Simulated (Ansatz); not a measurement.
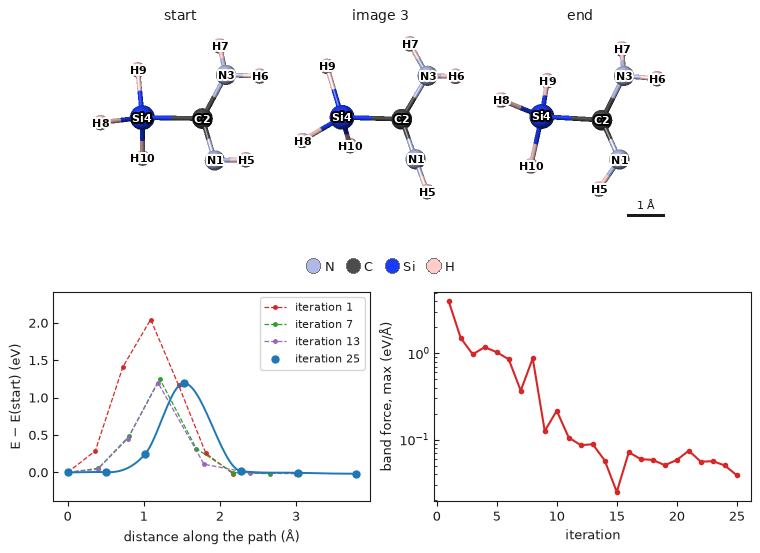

A nudged-elastic-band calculation for CH₆N₂Si. Images are numbered from 0 (start) to 6 (end). The plot follows the band through its iterations. Style: ball-and-stick. Shown at a tilt.

Level of theory: Ansatz, RHF/def2-SVP. Set-up: 5 movable images; climbing image; force threshold 0.05 eV/Å; iteration limit 60; starting path by image-dependent pair potential.

Did the band converge, and can the barrier be trusted?

Answer. The result is final at these settings. The band converged in 25 iterations. The largest component of the band force went from 4 to 0.039 eV/Å. The climbing image converged on the top of the path. Its vibrational analysis gives one imaginary mode (1193i cm⁻¹), as a transition state must have. The first iteration put the highest image at 2.05 eV. The energy climbs by 1.20 eV to image 3 and then falls by 1.21 eV, so the end point sits at −0.02 eV.

The run took 4 min on 1 thread of Intel(R) Xeon(R) Platinum 8259CL CPU @ 2.50GHz (Skylake/Cascade Lake), on a shared host, peak memory 0.18 GiB.
